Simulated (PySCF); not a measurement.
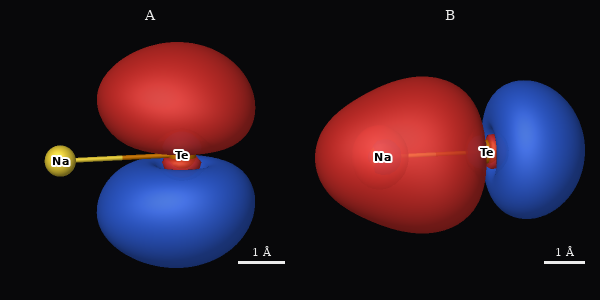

NaTe (charge −1). Two frontier orbitals, each drawn at the value that holds 80 % of its norm (blue and red are the two phases), in no order; of a degenerate pair one member is drawn.

Core potentials replace the inner electrons of Te.

All numbers below come from PBE0/aug-cc-pVDZ(-PP), non-relativistic Hamiltonian with scalar-relativistic core potentials where named, at a bond length of 2.733 Å (PySCF 2.14.0).

Name the orbitals and rank them from lowest to highest energy.

Orbital B: σ, occupied, −0.64 eV; mainly on Te (75 %).
Orbital A: π, occupied, 0.02 eV; mainly on Te (90 %).
